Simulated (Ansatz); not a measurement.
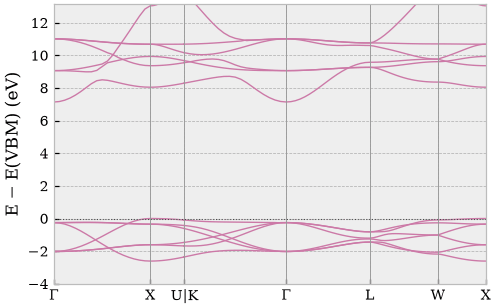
Fig. 1. Band structure from PBE (plane waves, PAW; program Ansatz)

Q: Read off the gap and where the band edges lie.

A: About 7.1 eV (7.14 eV by a search for the band edges); maximum at X, minimum at Γ.

The material is CaF2 (fluorite, Fm-3m).

The cell was relaxed with PBE under the symmetry of its start.

Potentials: the later of the program's two PAW sets.
